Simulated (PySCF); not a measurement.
# CH₃NO₂Si: electronic excitations at several levels of theory

How much do the electronic excitations of CH₃NO₂Si (`N#C[SiH](O)O`) depend on the level of theory, and what does each level cost?

Computed with PySCF 2.14.0, with density-fitted response routines of our own, on a single molecule in the gas phase. Atoms count from 0, in the outputs and in this text.

## 1. The molecule as given

8 atoms, charge 0, multiplicity 1; geometry from: GFN2-xTB. The atoms were then displaced at random by about 0.01 Å, so the start is not that level's minimum.

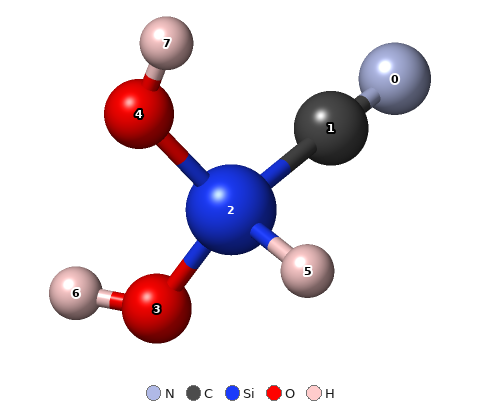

As it starts; nitrogen light blue, carbon dark grey, silicon blue, oxygen red, hydrogen pink, atoms numbered.

## 2. Geometry optimisation at PBE0-D3(BJ)/def2-SVP

Job settings and geometry (Å):

```
{"job": {"xc": "PBE0", "basis": "def2-SVP", "d3": "d3bj", "grid": 1, "shake": 0.01, "kind": "geom"}, "charge": 0, "multiplicity": 1}
N      2.706110     0.380290    -0.487360
C      1.599180     0.203290    -0.171720
Si    -0.185750    -0.071120     0.384990
O     -0.589170    -1.584940     0.105930
O     -1.137580     0.888060    -0.498890
H     -0.243470     0.147960     1.825050
H     -1.082520    -1.827850    -0.685390
H     -1.011670     1.845170    -0.525070
```

Command:

```sh
$ OMP_NUM_THREADS=1 python probes_run.py task.json out
```

One launch serves the whole session: the jobs run in the order shown.

Standard output:

```text
step   0  E = -534.00883869  max force = 0.034290
step   1  E = -534.01127370  max force = 0.015310
step   2  E = -534.01174944  max force = 0.002235
step   3  E = -534.01197257  max force = 0.003781
step   4  E = -534.01231421  max force = 0.005126
step   5  E = -534.01249364  max force = 0.003275
step   6  E = -534.01258341  max force = 0.000749
step   7  E = -534.01262053  max force = 0.001414
step   8  E = -534.01265708  max force = 0.001653
step   9  E = -534.01268080  max force = 0.001229
step  10  E = -534.01269575  max force = 0.000541
step  11  E = -534.01270366  max force = 0.000563
step  12  E = -534.01270990  max force = 0.000995
step  13  E = -534.01271666  max force = 0.001303
step  14  E = -534.01272591  max force = 0.001557
step  15  E = -534.01274747  max force = 0.001156
step  16  E = -534.01275748  max force = 0.000646
step  17  E = -534.01276080  max force = 0.000344
optimisation converged
```

Wall time 41 s (1 thread of Arm Neoverse V1, shared host); peak memory 0.36 GiB.

Step by step:

```csv
step,energy from step 0 (eV),largest force component (eV/Å)
0,0.0000,1.7633
1,-0.0663,0.7873
2,-0.0792,0.1149
3,-0.0853,0.1944
4,-0.0946,0.2636
5,-0.0995,0.1684
6,-0.1019,0.0385
7,-0.1029,0.0727
8,-0.1039,0.0850
9,-0.1045,0.0632
10,-0.1050,0.0278
11,-0.1052,0.0290
12,-0.1053,0.0512
13,-0.1055,0.0670
14,-0.1058,0.0801
15,-0.1064,0.0594
16,-0.1066,0.0332
17,-0.1067,0.0177
```

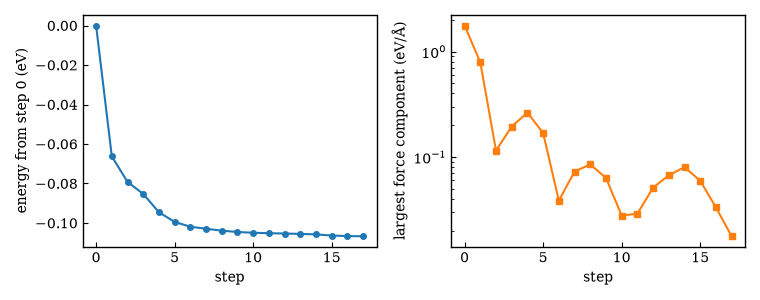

Energy and largest force along the relaxation.

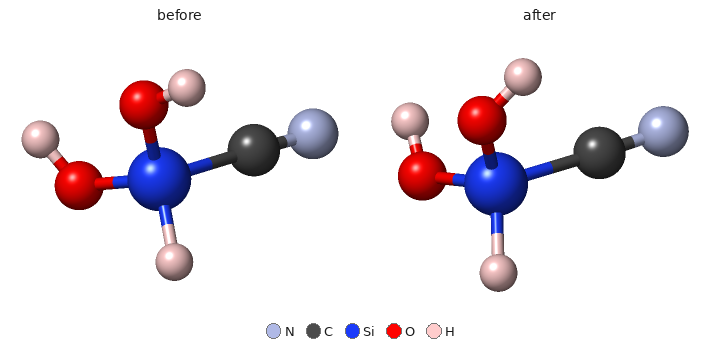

The geometry before (left) and after (right).

Close pairs (by a distance rule), those that changed most:

| bond | before (Å) | after (Å) | change (Å) |
| --- | --- | --- | --- |
| Si2–O3 | 1.591 | 1.642 | +0.051 |
| Si2–O4 | 1.615 | 1.648 | +0.033 |
| C1–Si2 | 1.890 | 1.871 | -0.019 |
| Si2–H5 | 1.458 | 1.472 | +0.014 |
| N0–C1 | 1.165 | 1.160 | -0.005 |
| O4–H7 | 0.966 | 0.961 | -0.004 |
| O3–H6 | 0.964 | 0.962 | -0.002 |

The next job starts from the end point, and lists it.

```csv
at the end point,value
point group (found at 0.08 Å tolerance),C1
"rotational constants (GHz, main isotopes)","6.417, 2.987, 2.268"
dipole moment (D),2.28
```

## 3. Ultraviolet spectrum: wB97X-D/def2-SVPD

Job settings and geometry (Å):

```
{"job": {"kind": "uv", "xc": "wB97X-D", "basis": "def2-SVPD", "ip": true}, "charge": 0, "multiplicity": 1}
N      2.478950     0.838482    -0.365233
C      1.439092     0.449709    -0.029768
Si    -0.262628    -0.148773     0.464958
O     -0.483329    -1.683541    -0.075722
O     -1.311338     0.934412    -0.200462
H     -0.364757    -0.204779     1.931974
H     -0.484623    -1.841536    -1.024784
H     -0.957233     1.635341    -0.755108
```

With the program's defaults for keys left out, this is: TDDFT wB97X-D/def2-SVPD, vertical, gas phase, core orbitals frozen in the response.

Standard output:

```text
coarse grid: 7808 points
cycle   1  E = -534.0760544475  dE =  5.113e-01  |g| = 9.458e-01  |ddm| = 3.374e+00
cycle   2  E = -533.9618728982  dE =  1.142e-01  |g| = 1.245e+00  |ddm| = 1.967e+00
cycle   3  E = -534.2542091037  dE = -2.923e-01  |g| = 1.270e-01  |ddm| = 1.050e+00
cycle   4  E = -534.2566892157  dE = -2.480e-03  |g| = 7.394e-02  |ddm| = 1.566e-01
cycle   5  E = -534.2578252090  dE = -1.136e-03  |g| = 7.871e-03  |ddm| = 8.161e-02
cycle   6  E = -534.2578429113  dE = -1.770e-05  |g| = 1.465e-03  |ddm| = 1.941e-02
cycle   7  E = -534.2578437216  dE = -8.103e-07  |g| = 4.691e-04  |ddm| = 4.628e-03
final grid: 72664 points
cycle   8  E = -534.3366193049  dE = -4.553e-05  |g| = 4.841e-03  |ddm| = 7.862e-02
cycle   9  E = -534.3366140364  dE =  5.268e-06  |g| = 7.242e-03  |ddm| = 1.191e-02
cycle  10  E = -534.3366248299  dE = -1.079e-05  |g| = 6.560e-04  |ddm| = 6.191e-03
cycle  11  E = -534.3366249185  dE = -8.859e-08  |g| = 4.500e-04  |ddm| = 1.035e-03
cycle  12  E = -534.3366249624  dE = -4.393e-08  |g| = 4.909e-05  |ddm| = 5.273e-04
cycle  13  E = -534.3366249636  dE = -1.186e-09  |g| = 1.303e-05  |ddm| = 1.336e-04
cycle  14  E = -534.3366249637  dE = -7.799e-11  |g| = 6.977e-06  |ddm| = 3.766e-05
converged SCF energy = -534.3366249637

Static polarisability (au): isotropic 46.642, principal 40.931 42.526 56.468

Singlet excitations
state   eV       nm        f      main configurations
  1   7.0382    176.2   0.00011   H-2->L 0.32, H-1->L+1 0.19, H->L 0.19
  2   7.3898    167.8   0.00103   H-1->L 0.33, H-2->L+1 0.26, H->L+1 0.13
  3   7.3996    167.6   0.00030   H-1->L+1 0.52, H-2->L 0.12, H->L 0.10
  4   7.8167    158.6   0.00664   H->L 0.43, H-2->L 0.30, H-3->L 0.13
  5   7.9792    155.4   0.00662   H->L+1 0.46, H-2->L+1 0.27, H-3->L+1 0.13
  6   8.2859    149.6   0.02004   H-3->L 0.55, H->L 0.12, H-3->L+1 0.10
  7   8.5670    144.7   0.03223   H-3->L+1 0.42, H->L+1 0.15, H-4->L 0.12
  8   8.7851    141.1   0.06139   H-4->L 0.41, H-1->L 0.12, H-3->L+1 0.11
  9   9.1824    135.0   0.01988   H-4->L+1 0.33, H-5->L 0.20, H->L+2 0.16
 10   9.2507    134.0   0.08682   H-5->L 0.30, H-6->L 0.12, H-2->L 0.09

Triplet excitations (Tamm-Dancoff, eV): 5.8711 6.4523 6.4632 6.9440
Vertical ionisation energy (delta-SCF) = 12.2689 eV
```

Run time: 62 s. Hardware: 1 thread of Arm Neoverse V1, shared host; peak memory 0.61 GiB.

The orbitals next to the gap, with their largest atomic shares:

```csv
orbital,eV,atoms
HOMO−3,-12.38,"O4 33 %, N0 26 %, O3 18 %"
HOMO−2,-12.17,"N0 41 %, C1 31 %, O4 21 %"
HOMO−1,-12.13,"N0 42 %, C1 35 %, O3 9 %"
HOMO,-11.81,"O3 29 %, O4 25 %, N0 15 %"
LUMO,0.79,"Si2 26 %, N0 23 %, C1 22 %"
LUMO+1,1.02,"C1 28 %, N0 27 %, Si2 17 %"
LUMO+2,1.84,"Si2 31 %, C1 19 %, O3 12 %"
```

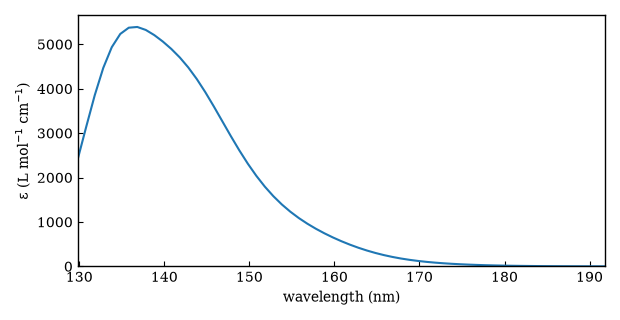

Absorption spectrum: each of the 10 states is a Gaussian band of 0.4 eV half-width at 1/e. Beyond the last state computed it falls off for lack of states.

Further results of this job:

```
           property  computed
  dipole moment (D)      2.21
polarisability (Å³)      6.91
 HOMO–LUMO gap (eV)     12.60
      −ε(HOMO) (eV)     11.81
```

## 4. Excited states and response: LC-wPBE/def2-SVPD

Settings changed since step 3:

```diff
@@ -1,2 +1,2 @@
-{"job": {"kind": "uv", "xc": "wB97X-D", "basis": "def2-SVPD", "ip": true}, "charge": 0, "multiplicity": 1}
+{"job": {"kind": "uv", "xc": "LC-wPBE", "basis": "def2-SVPD", "ip": true}, "charge": 0, "multiplicity": 1}
 N      2.478950     0.838482    -0.365233
```

With the program's defaults for keys left out, this is: TDDFT LC-wPBE/def2-SVPD, vertical, gas phase, core orbitals frozen in the response.

Standard output:

```text
coarse grid: 7808 points
cycle   1  E = -533.9066829353  dE =  4.915e-01  |g| = 9.247e-01  |ddm| = 3.386e+00
cycle   2  E = -533.8562770876  dE =  5.041e-02  |g| = 1.104e+00  |ddm| = 1.799e+00
cycle   3  E = -534.0810321245  dE = -2.248e-01  |g| = 1.090e-01  |ddm| = 9.169e-01
cycle   4  E = -534.0828081856  dE = -1.776e-03  |g| = 6.896e-02  |ddm| = 1.427e-01
cycle   5  E = -534.0837686198  dE = -9.604e-04  |g| = 7.850e-03  |ddm| = 8.329e-02
cycle   6  E = -534.0837868528  dE = -1.823e-05  |g| = 1.169e-03  |ddm| = 2.128e-02
cycle   7  E = -534.0837875698  dE = -7.169e-07  |g| = 4.110e-04  |ddm| = 4.642e-03
final grid: 72664 points
cycle   8  E = -534.1804242146  dE = -2.146e-05  |g| = 2.366e-03  |ddm| = 3.453e-02
cycle   9  E = -534.1804244691  dE = -2.546e-07  |g| = 2.370e-03  |ddm| = 4.241e-03
cycle  10  E = -534.1804255234  dE = -1.054e-06  |g| = 5.935e-04  |ddm| = 2.574e-03
cycle  11  E = -534.1804256000  dE = -7.652e-08  |g| = 1.559e-04  |ddm| = 7.594e-04
cycle  12  E = -534.1804256094  dE = -9.403e-09  |g| = 7.177e-05  |ddm| = 2.452e-04
cycle  13  E = -534.1804256105  dE = -1.144e-09  |g| = 1.291e-05  |ddm| = 7.684e-05
cycle  14  E = -534.1804256106  dE = -7.549e-11  |g| = 2.982e-06  |ddm| = 3.319e-05
converged SCF energy = -534.1804256106

Static polarisability (au): isotropic 45.658, principal 40.147 41.645 55.184

Singlet excitations
state   eV       nm        f      main configurations
  1   7.1134    174.3   0.00008   H-2->L 0.22, H-1->L+1 0.18, H-2->L+2 0.12
  2   7.5409    164.4   0.00091   H-2->L+1 0.22, H-1->L 0.20, H-1->L+2 0.10
  3   7.5463    164.3   0.00036   H-1->L+1 0.35, H-2->L 0.11
  4   8.1137    152.8   0.00527   H->L 0.38, H-2->L 0.18, H-3->L 0.10
  5   8.2640    150.0   0.00482   H->L+1 0.38, H-2->L+1 0.20, H-3->L+1 0.15
  6   8.6522    143.3   0.02195   H-3->L 0.37, H->L 0.24
  7   8.9484    138.6   0.05607   H-4->L 0.21, H-3->L+1 0.17, H->L+1 0.17
  8   9.2947    133.4   0.06473   H-3->L+1 0.21, H-4->L 0.13, H-1->L 0.13
  9   9.5529    129.8   0.03648   H-6->L 0.26, H-2->L 0.10, H-4->L+1 0.09
 10   9.6123    129.0   0.07802   H-5->L 0.38, H-5->L+1 0.09

Triplet excitations (Tamm-Dancoff, eV): 5.7379 6.3023 6.3077 7.0230
Vertical ionisation energy (delta-SCF) = 12.7180 eV
```

Wall time 1.7 min (1 thread of Arm Neoverse V1, shared host); peak memory 0.59 GiB.

Key values: HOMO -12.72 eV, LUMO 1.17 eV; lowest singlet 7.11 eV.

## 5. TDDFT and polarisability: PBE0/6-31G*

Settings changed since step 4:

```diff
@@ -1,2 +1,2 @@
-{"job": {"kind": "uv", "xc": "LC-wPBE", "basis": "def2-SVPD", "ip": true}, "charge": 0, "multiplicity": 1}
+{"job": {"kind": "uv", "xc": "PBE0", "basis": "6-31G*"}, "charge": 0, "multiplicity": 1}
 N      2.478950     0.838482    -0.365233
```

Level: TDDFT PBE0/6-31G*, vertical, gas phase, core orbitals frozen in the response.

Standard output:

```text
coarse grid: 7808 points
cycle   1  E = -534.1324919160  dE =  6.092e-01  |g| = 9.475e-01  |ddm| = 2.863e+00
cycle   2  E = -533.8244792634  dE =  3.080e-01  |g| = 1.556e+00  |ddm| = 1.703e+00
cycle   3  E = -534.2938599667  dE = -4.694e-01  |g| = 2.461e-01  |ddm| = 1.159e+00
cycle   4  E = -534.3050113073  dE = -1.115e-02  |g| = 1.074e-01  |ddm| = 2.089e-01
cycle   5  E = -534.3075348931  dE = -2.524e-03  |g| = 1.341e-02  |ddm| = 7.931e-02
cycle   6  E = -534.3075834938  dE = -4.860e-05  |g| = 1.800e-03  |ddm| = 1.430e-02
cycle   7  E = -534.3075843269  dE = -8.331e-07  |g| = 4.163e-04  |ddm| = 2.058e-03
final grid: 72664 points
cycle   8  E = -534.2558100768  dE = -1.157e-05  |g| = 5.609e-03  |ddm| = 1.232e-02
cycle   9  E = -534.2558029314  dE =  7.145e-06  |g| = 8.274e-03  |ddm| = 1.052e-02
cycle  10  E = -534.2558164975  dE = -1.357e-05  |g| = 1.453e-03  |ddm| = 6.263e-03
cycle  11  E = -534.2558169478  dE = -4.503e-07  |g| = 4.179e-04  |ddm| = 1.082e-03
cycle  12  E = -534.2558169846  dE = -3.688e-08  |g| = 5.647e-05  |ddm| = 3.102e-04
cycle  13  E = -534.2558169855  dE = -8.267e-10  |g| = 8.869e-06  |ddm| = 5.547e-05
converged SCF energy = -534.2558169855

Static polarisability (au): isotropic 36.436, principal 30.982 31.490 46.835

Singlet excitations
state   eV       nm        f      main configurations
  1   7.0701    175.4   0.00060   H-2->L 0.35, H-1->L+1 0.22, H->L 0.20
  2   7.4067    167.4   0.00043   H-1->L+1 0.26, H-1->L 0.25, H->L 0.15
  3   7.4217    167.1   0.00169   H-1->L+1 0.26, H->L+1 0.18, H-1->L 0.14
  4   7.6558    161.9   0.00788   H-2->L 0.39, H->L 0.36, H-3->L 0.12
  5   7.7011    161.0   0.00588   H->L+1 0.47, H-2->L+1 0.37
  6   8.0316    154.4   0.01057   H-3->L+1 0.63, H-3->L 0.12, H-1->L+1 0.11
  7   8.2166    150.9   0.01492   H-3->L 0.46, H->L 0.13, H-3->L+1 0.12
  8   8.5635    144.8   0.04940   H-4->L 0.77, H-1->L 0.09
  9   8.8043    140.8   0.03494   H-4->L+1 0.71
 10   9.0846    136.5   0.01103   H-5->L 0.77

Triplet excitations (Tamm-Dancoff, eV): 5.7363 6.2852 6.2897 6.7165
```

It took 5.1 s on 1 thread of Arm Neoverse V1, shared host; peak memory 0.4 GiB.

In short: HOMO -9.48 eV, LUMO -0.42 eV; lowest singlet 7.07 eV.

## 6. TDDFT and polarisability: PBE0/def2-SVP

Settings changed since step 5:

```diff
@@ -1,2 +1,2 @@
-{"job": {"kind": "uv", "xc": "PBE0", "basis": "6-31G*"}, "charge": 0, "multiplicity": 1}
+{"job": {"kind": "uv", "xc": "PBE0", "basis": "def2-SVP"}, "charge": 0, "multiplicity": 1}
 N      2.478950     0.838482    -0.365233
```

Method: TDDFT PBE0/def2-SVP, vertical, gas phase, core orbitals frozen in the response.

Standard output:

```text
coarse grid: 7808 points
cycle   1  E = -533.7550991153  dE =  5.726e-01  |g| = 9.540e-01  |ddm| = 3.068e+00
cycle   2  E = -533.4371666388  dE =  3.179e-01  |g| = 1.574e+00  |ddm| = 1.818e+00
cycle   3  E = -533.9169277789  dE = -4.798e-01  |g| = 2.514e-01  |ddm| = 1.240e+00
cycle   4  E = -533.9286138519  dE = -1.169e-02  |g| = 1.071e-01  |ddm| = 2.159e-01
cycle   5  E = -533.9311282136  dE = -2.514e-03  |g| = 1.335e-02  |ddm| = 7.718e-02
cycle   6  E = -533.9311757879  dE = -4.757e-05  |g| = 1.889e-03  |ddm| = 1.503e-02
cycle   7  E = -533.9311766993  dE = -9.114e-07  |g| = 4.217e-04  |ddm| = 2.314e-03
final grid: 72664 points
cycle   8  E = -534.0076789023  dE = -1.143e-05  |g| = 6.673e-03  |ddm| = 1.510e-02
cycle   9  E = -534.0076677590  dE =  1.114e-05  |g| = 1.011e-02  |ddm| = 1.226e-02
cycle  10  E = -534.0076874404  dE = -1.968e-05  |g| = 1.449e-03  |ddm| = 7.368e-03
cycle  11  E = -534.0076878958  dE = -4.554e-07  |g| = 3.232e-04  |ddm| = 1.066e-03
cycle  12  E = -534.0076879185  dE = -2.264e-08  |g| = 5.854e-05  |ddm| = 2.676e-04
cycle  13  E = -534.0076879194  dE = -9.054e-10  |g| = 7.832e-06  |ddm| = 5.912e-05
converged SCF energy = -534.0076879194

Static polarisability (au): isotropic 36.955, principal 31.957 32.314 46.593

Singlet excitations
state   eV       nm        f      main configurations
  1   7.0912    174.8   0.00043   H-2->L 0.41, H->L 0.21, H-1->L+1 0.14
  2   7.4320    166.8   0.00049   H->L 0.23, H-1->L+1 0.19, H-2->L+1 0.16
  3   7.4542    166.3   0.00131   H-1->L+1 0.24, H->L+1 0.19, H-1->L 0.13
  4   7.6273    162.6   0.00644   H-2->L 0.43, H->L 0.33, H-3->L 0.09
  5   7.6884    161.3   0.00619   H->L+1 0.55, H-2->L+1 0.32
  6   7.9919    155.1   0.00974   H-3->L 0.31, H-3->L+1 0.26, H-1->L 0.22
  7   8.1793    151.6   0.01184   H-3->L+1 0.31, H-3->L 0.17, H-1->L+1 0.15
  8   8.5106    145.7   0.04168   H-4->L 0.76, H-1->L 0.13
  9   8.7645    141.5   0.03290   H-4->L+1 0.65, H-5->L 0.13, H-1->L+1 0.09
 10   8.9948    137.8   0.01267   H-5->L 0.59, H-5->L+1 0.13

Triplet excitations (Tamm-Dancoff, eV): 5.7610 6.3082 6.3156 6.6544
```

Run time: 5.5 s. Hardware: 1 thread of Arm Neoverse V1, shared host; peak memory 0.43 GiB.

This run: HOMO -9.54 eV, LUMO -0.54 eV; lowest singlet 7.09 eV.

## 7. Excited states and response: PBE0/def2-TZVP

Settings changed since step 6:

```diff
@@ -1,2 +1,2 @@
-{"job": {"kind": "uv", "xc": "PBE0", "basis": "def2-SVP"}, "charge": 0, "multiplicity": 1}
+{"job": {"kind": "uv", "xc": "PBE0", "basis": "def2-TZVP"}, "charge": 0, "multiplicity": 1}
 N      2.478950     0.838482    -0.365233
```

Method: TDDFT PBE0/def2-TZVP, vertical, gas phase, core orbitals frozen in the response.

Standard output:

```text
coarse grid: 7808 points
cycle   1  E = -534.2412898551  dE =  5.786e-01  |g| = 1.003e+00  |ddm| = 2.365e+00
cycle   2  E = -533.8858785000  dE =  3.554e-01  |g| = 1.695e+00  |ddm| = 1.356e+00
cycle   3  E = -534.4078563021  dE = -5.220e-01  |g| = 2.439e-01  |ddm| = 9.343e-01
cycle   4  E = -534.4171201074  dE = -9.264e-03  |g| = 1.298e-01  |ddm| = 1.627e-01
cycle   5  E = -534.4206392697  dE = -3.519e-03  |g| = 1.945e-02  |ddm| = 7.152e-02
cycle   6  E = -534.4207259535  dE = -8.668e-05  |g| = 2.559e-03  |ddm| = 1.488e-02
cycle   7  E = -534.4207272044  dE = -1.251e-06  |g| = 1.008e-03  |ddm| = 2.164e-03
final grid: 72664 points
cycle   8  E = -534.4160206894  dE = -2.791e-05  |g| = 6.721e-03  |ddm| = 1.899e-02
cycle   9  E = -534.4160102710  dE =  1.042e-05  |g| = 1.003e-02  |ddm| = 8.914e-03
cycle  10  E = -534.4160281610  dE = -1.789e-05  |g| = 1.527e-03  |ddm| = 5.466e-03
cycle  11  E = -534.4160285665  dE = -4.055e-07  |g| = 6.874e-04  |ddm| = 9.294e-04
cycle  12  E = -534.4160286579  dE = -9.140e-08  |g| = 1.255e-04  |ddm| = 3.520e-04
cycle  13  E = -534.4160286615  dE = -3.624e-09  |g| = 2.033e-05  |ddm| = 9.679e-05
cycle  14  E = -534.4160286615  dE = -4.968e-11  |g| = 1.341e-05  |ddm| = 1.701e-05
converged SCF energy = -534.4160286615

Static polarisability (au): isotropic 43.460, principal 37.331 38.710 54.340

Singlet excitations
state   eV       nm        f      main configurations
  1   6.9343    178.8   0.00025   H-2->L 0.39, H->L 0.30, H-1->L+1 0.18
  2   7.2668    170.6   0.00102   H-1->L 0.30, H-2->L+1 0.20, H->L+1 0.17
  3   7.2796    170.3   0.00013   H-1->L+1 0.49, H->L 0.14, H-1->L 0.12
  4   7.4788    165.8   0.00668   H-2->L 0.47, H->L 0.34, H-3->L 0.09
  5   7.6063    163.0   0.00857   H->L+1 0.54, H-2->L+1 0.35
  6   7.8970    157.0   0.01358   H-3->L 0.65, H-3->L+1 0.17
  7   8.1036    153.0   0.01319   H-3->L+1 0.63, H-3->L 0.12
  8   8.3847    147.9   0.04860   H-4->L 0.78
  9   8.6853    142.8   0.03921   H-4->L+1 0.67, H-5->L 0.12
 10   8.8767    139.7   0.01616   H-5->L 0.61, H->L+2 0.12

Triplet excitations (Tamm-Dancoff, eV): 5.6699 6.1768 6.1882 6.6103
```

It took 15 s on 1 thread of Arm Neoverse V1, shared host; peak memory 0.73 GiB.

Key values: HOMO -9.77 eV, LUMO -0.90 eV; lowest singlet 6.93 eV.

(Part 1 of 2 ends here.)
